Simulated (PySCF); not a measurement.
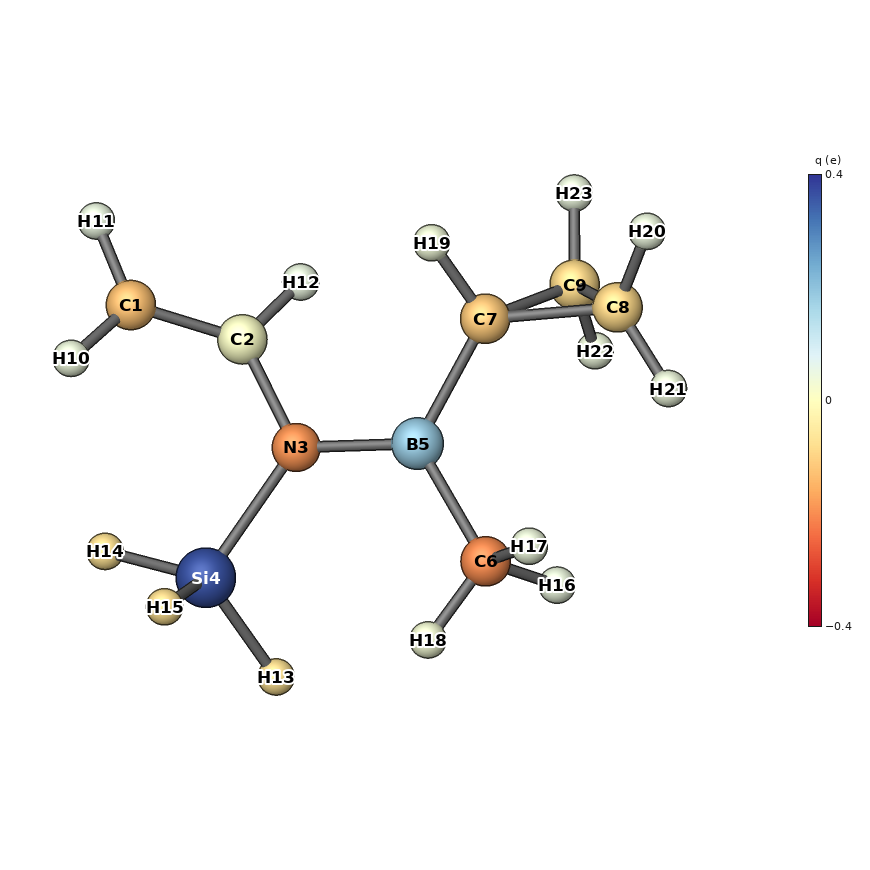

Atoms are coloured by their Hirshfeld charges. The geometry was computed by an optimisation with GFN2-xTB. No frequency run is at hand to confirm it as a minimum. Method: PBE0/pcSseg-1, gas phase (PySCF 2.14.0).

Give the Hirshfeld charges atom by atom.

```
atom  value (e)
  C1      −0.13
  C2       0.01
  N3      −0.19
 Si4       0.36
  B5       0.18
  C6      −0.20
  C7      −0.12
  C8      −0.09
  C9      −0.08
 H10       0.04
 H11       0.05
 H12       0.05
 H13      −0.07
 H14      −0.07
 H15      −0.08
 H16       0.04
 H17       0.04
 H18       0.03
 H19       0.04
 H20       0.05
 H21       0.04
 H22       0.04
 H23       0.05
```

The geometry is semi-empirical. Around B, Si such bond lengths and angles can be off by a tenth of an ångström or more and by several degrees, and values that hang on the shape move with them.
